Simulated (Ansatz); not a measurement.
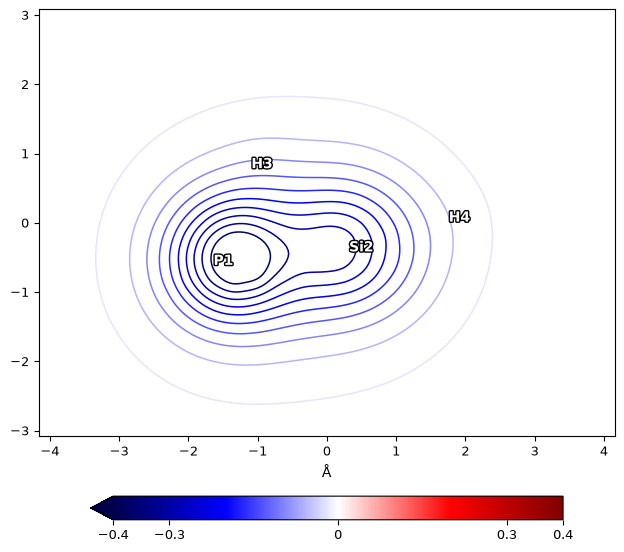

H2PSi (SMILES [SiH]#[PH+]) (charge +1). The HOMO on a plane 0.8 Å above the molecular plane (values in Å⁻³ᐟ²; the overall sign is arbitrary).

Geometry: B3LYP-D4/def2-TZVP.

All numbers below come from isolated molecule in a Gaussian basis; Kohn-Sham density functional theory, functional PBE0 in Ansatz.

```yaml
atoms:
  - { symbol: P, position_ang: [1.5368, -0.8971, -0.2874] }
  - { symbol: Si, position_ang: [-0.0489, 0.3218, -0.4069] }
  - { symbol: H, position_ang: [0.5397, -0.9388, 0.8402] }
  - { symbol: H, position_ang: [-1.2940, 1.1059, -0.2432] }
```

### Describe this orbital and give its energy.

By Hirshfeld shares it lies mainly on P1 (about 55 %) and Si2 (about 40 %); it changes sign across the molecular plane (π type); π-bonding across P1–Si2. Its energy is −13.53 eV.
